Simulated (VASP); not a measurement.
Band structure of Na$_{2}$S (antifluorite). Level of theory: optB88-vdW, VASP's PBE PAW potentials (set 64) (plane waves; VASP 6.6.1).

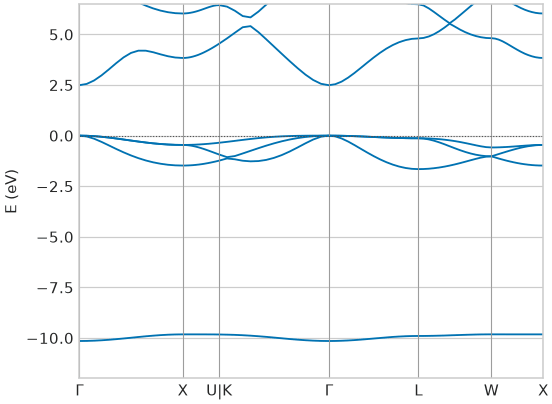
Fig. 1. Bands along high-symmetry lines, zero at the valence-band maximum or, without a gap, the Fermi level

Read the plot: is there a gap, and where are the band edges?

The gap is direct, 2.49 eV, from the valence maximum at Γ to the conduction minimum at Γ. (Edges off the drawn lines would not show.)

The compound is Na2S in the antifluorite structure. It was relaxed first.
